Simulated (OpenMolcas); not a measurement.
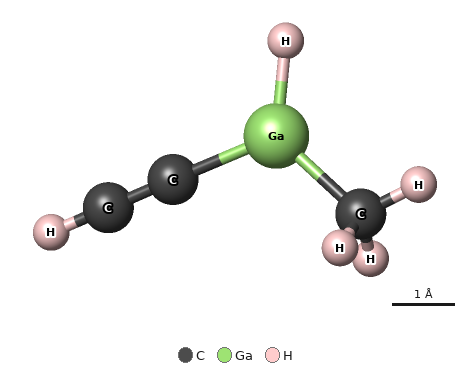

The input geometry (ball-and-stick view, seen at a tilt). Sticks mark near contacts.

Single-point calculation, with input and output: C3H5Ga (part 1 of 3)

- system: C3H5Ga
- method: CASSCF/ANO-R1, sfX2C (OpenMolcas 26.06)

The geometry comes from this level: PBE0-D4/def2-TZVP.

**What the program printed**
```
--- Start Module: gateway ---

                                              &GATEWAY

                       available to each process: 1.9 GB of memory, 1 thread

++    Symmetry information:
      ---------------------

                    Character Table for C1

                             E
                    a        1  x, y, xy, Rz, z, xz, Ry, yz, Rx, I
--

++    Basis set information:
      ----------------------

      Basis set label: C.ANO-R...2S1P.

      Electronic valence basis set:
      ------------------
      Associated Effective Charge   6.000000 au
      Associated Actual Charge      6.000000 au
      Nuclear Model: Finite nucleus - Gaussian distribution
        Gaussian exponent, Xi/bohr**(-2):  6.80775E+08

      Shell  nPrim  nBasis  Cartesian Spherical Contaminant
         s      12       2        X
         p       7       1        X

      Basis set label: GA.ANO-R...4S3P1D.

      Electronic valence basis set:
      ------------------
      Associated Effective Charge  31.000000 au
      Associated Actual Charge     31.000000 au
      Nuclear Model: Finite nucleus - Gaussian distribution
        Gaussian exponent, Xi/bohr**(-2):  2.62670E+08

      Shell  nPrim  nBasis  Cartesian Spherical Contaminant
         s      20       4        X
         p      15       3        X
         d       9       1                 X

      Basis set label: C.ANO-R...2S1P.

      Electronic valence basis set:
      ------------------
      Associated Effective Charge   6.000000 au
      Associated Actual Charge      6.000000 au
      Nuclear Model: Finite nucleus - Gaussian distribution
        Gaussian exponent, Xi/bohr**(-2):  6.80775E+08

      Shell  nPrim  nBasis  Cartesian Spherical Contaminant
         s      12       2        X
         p       7       1        X

      Basis set label: H.ANO-R...1S.

      Electronic valence basis set:
      ------------------
      Associated Effective Charge   1.000000 au
      Associated Actual Charge      1.000000 au
      Nuclear Model: Finite nucleus - Gaussian distribution
        Gaussian exponent, Xi/bohr**(-2):  2.12482E+09

      Shell  nPrim  nBasis  Cartesian Spherical Contaminant
         s       7       1        X
--

++    Molecular structure info:
      -------------------------

                    ************************************************
                    **** Cartesian Coordinates / bohr, angstrom ****
                    ************************************************

     Center  Label                x              y              z                     x              y              z
        1      C1               2.832133       1.543528      -4.041557              1.498700       0.816800      -2.138700
        2      C2               1.795240       1.408224      -2.008401              0.950000       0.745200      -1.062800
        3      GA3              0.130013       1.155001       1.216417              0.068800       0.611200       0.643700
        4      C4              -1.957945      -1.837759       1.826231             -1.036100      -0.972500       0.966400
        5      H5               3.748650       1.668817      -5.831884              1.983700       0.883100      -3.086100
        6      H6               0.552934       3.369571       3.128442              0.292600       1.783100       1.655500
        7      H7              -0.853022      -3.547394       1.477955             -0.451400      -1.877200       0.782100
        8      H8              -2.712135      -1.901631       3.741658             -1.435200      -1.006300       1.980000
        9      H9              -3.535678      -1.858546       0.491329             -1.871000      -0.983500       0.260000

                    ***************************************
                    *    InterNuclear Distances / bohr    *
                    ***************************************

               1 C1            2 C2            3 GA3           4 C4            5 H5            6 H6
    1 C1       0.000000
    2 C2       2.286302        0.000000
    3 GA3      5.924415        3.638207        0.000000
    4 C4       8.295112        6.271141        3.699737        0.000000
    5 H5       2.015185        4.301481        7.939589       10.173889        0.000000
    6 H6       7.741968        5.637141        2.956184        5.925921        9.663984        0.000000
    7 H7       8.364381        6.612573        4.811162        2.065189       10.090490        7.248808
    8 H8      10.158074        8.020894        4.878283        2.059549       12.088943        6.230753
    9 H9       8.524680        6.733432        4.800469        2.066794       10.270673        7.141730

               7 H7            8 H8            9 H9
    7 H7       0.000000
    8 H8       3.359938        0.000000
    9 H9       3.319982        3.353314        0.000000

                    *******************************************
                    *    InterNuclear Distances / angstrom    *
                    *******************************************

               1 C1            2 C2            3 GA3           4 C4            5 H5            6 H6
    1 C1       0.000000
    2 C2       1.209859        0.000000
    3 GA3      3.135065        1.925256        0.000000
    4 C4       4.389584        3.318545        1.957816        0.000000
    5 H5       1.066390        2.276246        4.201450        5.383790        0.000000
    6 H6       4.096873        2.983046        1.564345        3.135863        5.113960        0.000000
    7 H7       4.426240        3.499223        2.545957        1.092851        5.339657        3.835904
    8 H8       5.375421        4.244474        2.581476        1.089866        6.397193        3.297172
    9 H9       4.511066        3.563179        2.540299        1.093700        5.435006        3.779241

               7 H7            8 H8            9 H9
    7 H7       0.000000
    8 H8       1.778003        0.000000
    9 H9       1.756859        1.774498        0.000000

                    **************************************
                    *    Valence Bond Angles / degree    *
                    **************************************
                          Atom centers                 Phi
                      2 C2       1 C1       5 H5       179.81
                      7 H7       4 C4       8 H8       109.09
                      7 H7       4 C4       9 H9       106.93
                      8 H8       4 C4       9 H9       108.71
--

            Nuclear Potential Energy            215.07857411 au

--- Stop Module: gateway /rc=_RC_ALL_IS_WELL_ ---

--- Start Module: seward ---

                                              &SEWARD

                       available to each process: 1.9 GB of memory, 1 thread

               SEWARD will generate:
                  Multipole Moment integrals up to order  2
                  Kinetic Energy integrals
                  Nuclear Attraction integrals (finite nuclei - Gaussian type)
                  One-Electron Hamiltonian integrals
                  Velocity integrals
                  Relativistic X2C integrals
                  Orbital angular momentum around (  0.3471   0.8247   0.3291 )
                  Velocity quadrupole around (  0.3471   0.8247   0.3291 )
                  Atomic mean-field integrals
                  Two-Electron Repulsion integrals

                   Integrals are discarded if absolute value <: 1.00E-14
                   Integral cutoff threshold is set to       <: 1.00E-16

            Nuclear Potential Energy            215.07857411 au

      Basis set specifications :
      Symmetry species         a
      Basis functions           38

--- Stop Module: seward /rc=_RC_ALL_IS_WELL_ ---
--- Module seward spent 2 seconds ---

--- Start Module: rasscf ---

                                              &RASSCF

                       available to each process: 1.9 GB of memory, 1 thread

      Header of the ONEINT file:
      --------------------------

      OrdInt status: non-squared

      Cartesian coordinates in angstrom:
      -----------------------------------------------------
      No.  Label        X            Y            Z
      -----------------------------------------------------
       1   C1         1.49870000   0.81680000  -2.13870000
       2   C2         0.95000000   0.74520000  -1.06280000
       3   GA3        0.06880000   0.61120000   0.64370000
       4   C4        -1.03610000  -0.97250000   0.96640000
       5   H5         1.98370000   0.88310000  -3.08610000
       6   H6         0.29260000   1.78310000   1.65550000
       7   H7        -0.45140000  -1.87720000   0.78210000
       8   H8        -1.43520000  -1.00630000   1.98000000
       9   H9        -1.87100000  -0.98350000   0.26000000
      -----------------------------------------------------
      Nuclear repulsion energy =  215.07857411

++    Wave function specifications:
      -----------------------------

      Number of closed shell electrons          52
      Number of electrons in active shells       2
      Max number of holes in RAS1 space          0
      Max nr of electrons in RAS3 space          0
      Number of inactive orbitals               26
      Number of active orbitals                  2
      Number of secondary orbitals              10
      Spin quantum number                      0.0
      State symmetry                             1
--

++    Orbital specifications:
      -----------------------

      Symmetry species                           1
                                                 a
      Frozen orbitals                            0
      Inactive orbitals                         26
      Active orbitals                            2
      RAS1 orbitals                              0
      RAS2 orbitals                              2
      RAS3 orbitals                              0
      Secondary orbitals                        10
      Deleted orbitals                           0
      Number of basis functions                 38
--

++    CI expansion specifications:
      ----------------------------

      Number of CSFs                             3
      Number of spin combinations                3
      Number of determinants                     4
      Number of root(s) required                 1
      Root chosen for geometry opt.              1
      CI root used                               1

      highest root included in the CI            1
      max. size of the explicit Hamiltonian      3
--

++    Optimization specifications:
      ----------------------------

      RASSCF algorithm: Conventional
      Maximum number of macro iterations       200
      Maximum number of SX iterations          100
      Threshold for RASSCF energy            1.000E-08
      Threshold for max MO rotation          1.000E-01
      Threshold for max BLB element          1.000E-04
      Level shift parameter                  5.000E-01
      Make Quasi-Newton update
--

      The MO-coefficients are taken from the file:
      step1.LocOrb
      Title:Localised orbitals

      Total molecular charge    0.00

      Molecular orbitals exchanged:
        In symmetry  1 :  21  27
        In symmetry  1 :  28  34

      ************************************************************************************************************************
      *                                            Wave function control section                                             *
      ************************************************************************************************************************

                                         RASSCF iterations: Energy and convergence statistics
                                         ----------------------------------------------------

          iter iter root      energy       change     param      element    value   shift minimum  type update hh:mm:ss
 Nr of preliminary CI iterations:   1
      Total energies have been shifted. Add                -2000.00 au
        1   1    9    1   -58.24867406    0.00E+00  -1.22E-01*  27  38 1 -5.22E-03*  0.03   0.00    SX    NO    0:00:00
        2   1    8    1   -58.25055250   -1.88E-03*  3.10E-02   27  29 1  3.09E-03*  0.03   0.00    SX    NO    0:00:00
        3   1    8    1   -58.25076093   -2.08E-04*  1.40E-02   18  38 1 -2.29E-03*  0.03   0.00    SX    NO    0:00:00
        4   1    7    1   -58.25080591   -4.50E-05*  6.71E-03   26  33 1  1.53E-03*  0.03   0.00    SX    NO    0:00:00
        5   1    7    1   -58.25081519   -9.28E-06*  5.88E-03   18  38 1 -1.57E-03*  0.03   0.93    QN   YES    0:00:00
        6   1    6    1   -58.25081987   -4.68E-06*  9.91E-04   20  32 1  1.78E-04*  0.03   1.09    QN   YES    0:00:00
        7   1    6    1   -58.25082005   -1.73E-07* -2.35E-03   21  31 1 -1.09E-04*  0.03   1.83    QN   YES    0:00:00
        8   1    6    1   -58.25082021   -1.61E-07* -2.14E-03   18  38 1  1.71E-04*  0.03   1.18    QN   YES    0:00:00
        9   1    6    1   -58.25082035   -1.39E-07* -3.18E-03   18  38 1  1.52E-04*  0.03   2.50    LS   YES    0:00:00
       10   1    6    1   -58.25082047   -1.25E-07* -3.42E-03   18  38 1  1.38E-04*  0.03   1.80    QN   YES    0:00:00
       11   1    6    1   -58.25082059   -1.14E-07*  1.16E-03   27  37 1  5.68E-05   0.03   1.35    QN   YES    0:00:00
       12   1    5    1   -58.25082061   -2.54E-08* -1.69E-04   26  33 1 -3.72E-05   0.03   1.22    QN   YES    0:00:00
       13   1    5    1   -58.25082062   -4.09E-09   4.45E-05   26  33 1 -2.24E-05   0.03   1.22    QN   YES    0:00:00
      Convergence after 13 iterations
       14   1    5    1   -58.25082062   -9.82E-10   4.45E-05   26  33 1 -7.89E-06   0.03   1.22    QN   YES    0:00:00

      ************************************************************************************************************************
                                                      Wave function printout:
                       occupation of active orbitals, and spin coupling of open shells (u,d: Spin up or down)
      ************************************************************************************************************************

      Note: transformation to natural orbitals
      has been made, which may change the order of the CSFs.

      printout of CI-coefficients larger than  0.05 for root  1
      energy=   -2058.250821
      conf/sym  11     Coeff  Weight
             1  20   0.99577 0.99156
             3  02  -0.09189 0.00844

      Natural orbitals and occupation numbers for root  1
      sym 1:   1.983111   0.016889

      ************************************************************************************************************************
      *                                                    Final results                                                     *
      ************************************************************************************************************************

++    Final optimization conditions:
      ------------------------------

      Average CI energy                           -2058.25082062
      RASSCF energy for state  1                  -2058.25082062
      Super-CI energy                                -0.00000000
      RASSCF energy change                           -0.00000000
      Max change in MO coefficients              -4.295E-05
      Max non-diagonal density matrix element     4.449E-05
      Maximum BLB matrix element                 -7.894E-06
      (orbital pair  26,  33 in symmetry   1)
      Norm of electronic gradient            1.310E-05
--

      Final state energy(ies):
      ------------------------

::    RASSCF root number  1 Total energy:  -2058.25082062
      Von Neumann Entropy (Root   1) =  0.07029

      Mulliken population analysis for root number:  1
      -----------------------------------------------

++    Molecular charges:
      ------------------

      Mulliken charges per centre
      ---------------------------

                C1      C2      GA3     C4      H5      H6      H7      H8      H9
      Total    6.3883  6.2896 30.0319  7.0682  0.6335  1.3074  0.7667  0.7463  0.7681

      N-E     -0.3883 -0.2896  0.9681 -1.0682  0.3665 -0.3074  0.2333  0.2537  0.2319

      Total electronic charge=   54.000000

      Total            charge=   -0.000000
--

      Expectation values of various properties for root number:  1
      -----------------------------------------------------------

++    Molecular properties:
      ---------------------

      Charge (e):
                      =   -0.0000
      Dipole Moment (debye):
      Origin of the operator (angstrom)=    0.1837    0.4364    0.1741
                   X= -5.9396E-02               Y= -1.2783E+00               Z= -1.4731E+00           Total=  1.9513E+00
      Quadrupole Moment (debye*angstrom):
      Origin of the operator (angstrom)=    0.1837    0.4364    0.1741
                  XX= -4.2730E+01              XY= -2.6745E+00              XZ= -2.0317E+00              YY= -4.9567E+01
                  YZ= -3.8053E+00              ZZ= -4.2580E+01
      In traceless form (debye*angstrom)
                  XX=  3.3440E+00              XY= -4.0118E+00              XZ= -3.0476E+00              YY= -6.9125E+00
                  YZ= -5.7080E+00              ZZ=  3.5685E+00
--

      LoProp population analysis for root number:  1
      -----------------------------------------------

++    LoProp analysis:
      ----------------

++    Static properties:
      ------------------

      LoProp Charges per center

                   C1       C2       GA3      C4       H5       H6       H7       H8       H9
      Nuclear      6.0000   6.0000  31.0000   6.0000   1.0000   1.0000   1.0000   1.0000   1.0000
      Electronic  -6.2674  -6.1992 -30.3666  -6.9055  -0.7437  -1.1859  -0.7777  -0.7761  -0.7780

      Total       -0.2674  -0.1992   0.6334  -0.9055   0.2563  -0.1859   0.2223   0.2239   0.2220
--

      Natural Bond Order analysis for root number:  1
```
